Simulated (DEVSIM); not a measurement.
System: Ni/SiO2/p-Ge capacitor, at 300 K.

```csv
layer (left to right),material,thickness (nm),Na (cm⁻³)
1,SiO2,19.0,-
2,Ge,780,5.8e17
```

Metal gate on the left, work function 5.1 eV. Fixed charge at the semiconductor interface 0 cm⁻² (in units of +e); no interface traps.

This is a model device: material constants are rounded textbook-type values typed into the input, and sizes, dopings and lifetimes were drawn at random. Values at 300 K.

| parameter | SiO2 | Ge |
|---|---|---|
| gap (eV) | 9 | 0.664 |
| affinity (eV) | 0.9 | 4 |
| permittivity | 3.9 | 16 |
| Nc (cm⁻³) | - | 1.04e19 |
| Nv (cm⁻³) | - | 6e18 |

DEVSIM, 1D Poisson equation in equilibrium, Boltzmann statistics, complete ionisation; no quantum confinement or tunnelling. Metal contacts follow the ideal Schottky-Mott rule: no Fermi-level pinning, no interface dipoles.

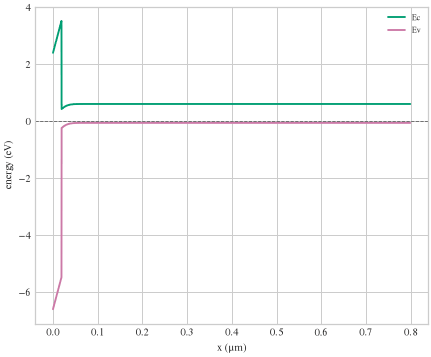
Figure: Band edges at 1.8 V on the gate

Energies count from the Fermi level of the right contact; mesh points crowd at the junctions.

```csv
x (μm),Ec (eV),Ev (eV),n (cm⁻³),p (cm⁻³),field (V/cm)
0.000,2.400,-6.600,< 1e2,< 1e2,590000
0.001149,2.468,-6.532,< 1e2,< 1e2,590000
0.003291,2.594,-6.406,< 1e2,< 1e2,590000
0.007546,2.845,-6.155,< 1e2,< 1e2,590000
0.01452,3.257,-5.743,< 1e2,< 1e2,590000
0.01722,3.416,-5.584,< 1e2,< 1e2,590000
0.01866,3.501,-5.499,< 1e2,< 1e2,590000
0.02020,0.437,-0.227,4.7e11,9.3e14,140000
0.02265,0.468,-0.196,1.4e11,3.1e15,120000
0.02762,0.520,-0.144,1.9e10,2.3e16,88000
0.03773,0.579,-0.085,1.9e9,2.3e17,33000
0.07086,0.603,-0.061,7.6e8,5.8e17,230
0.1257,0.604,-0.060,7.5e8,5.8e17,≈ 0
0.2371,0.604,-0.060,7.5e8,5.8e17,≈ 0
0.5212,0.604,-0.060,7.5e8,5.8e17,≈ 0
0.6675,0.604,-0.060,7.5e8,5.8e17,≈ 0
0.7349,0.604,-0.060,7.5e8,5.8e17,≈ 0
0.7681,0.604,-0.060,7.5e8,5.8e17,≈ 0
0.7877,0.604,-0.060,7.5e8,5.8e17,≈ 0
0.7940,0.604,-0.060,7.5e8,5.8e17,≈ 0
0.7973,0.604,-0.060,7.5e8,5.8e17,≈ 0
0.7990,0.604,-0.060,7.5e8,5.8e17,≈ 0
```
